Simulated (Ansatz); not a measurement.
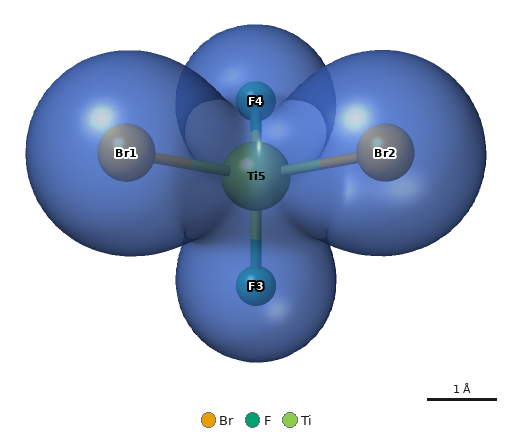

Figure 1: Br₂F₂Ti (SMILES [F][Ti]([F])([Br])[Br]). Isosurface of the total electron density at 0.1 e/Å³ (blue), seen from one side.

Geometry: PBE0-D4/def2-SVP.

All numbers below come from Ansatz, isolated molecule in a Gaussian basis; Kohn-Sham density functional theory, functional PBE0.

```xyz
5

Br   -1.9149   -0.7731   -0.8805
Br    0.4244    2.1636   -0.3603
F     0.0598   -0.3658    1.7561
F     1.3849   -1.0031   -0.6178
Ti    0.0956   -0.0952    0.0611
```

> Which contacts does the surface bridge?

At this value the surface is in one piece. It bridges the sampled Ti–F (1.72 Å) and Ti–Br (2.32 Å) contacts, where the density stays above the isovalue. On the grid the lowest density along these lines, outside the cores, is 1.2 e/Å³ (Ti–F, 1.72 Å) and 0.61 e/Å³ (Ti–Br, 2.32 Å).
